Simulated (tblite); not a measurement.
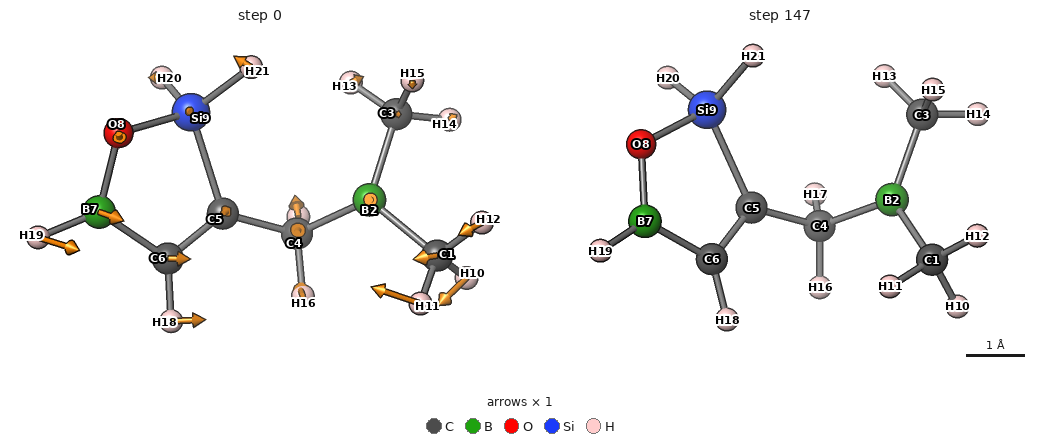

The structure of C5H12B2OSi before (left) and after (right) a relaxation, at one scale. The orange arrows give the displacements, at their true length.

The picture is a ball-and-stick view, seen face on.

Method: GFN2-xTB geometry optimisation, gas phase in tblite 0.8.0. 

**Describe what moved and what it gained.**

The atom that moves furthest after the best rigid fit is H19 (1.03 Å). Largest moves by element: H 1.03 Å, B 0.56 Å, C 0.49 Å, O 0.34 Å, Si 0.16 Å. Among the contacts that change: B7–O8 1.460 → 1.359 Å, O8–Si9 1.747 → 1.649 Å, C1–H12 1.138 → 1.087 Å, B2–C3 1.614 → 1.575 Å. Bond angles that change, for instance: B7–O8–Si9 101.6° → 114.9°, B2–C4–C5 112.9° → 105.0°, B2–C4–H16 105.4° → 112.9°. Groups turn about B7–O8 by about 25°, O8–Si9 by about 25°, C4–C5 by about 20°. Over 147 geometry steps the energy falls by 101.3 kJ/mol. Cost: 1.3 s on 1 thread of Arm Neoverse V1 (shared host).
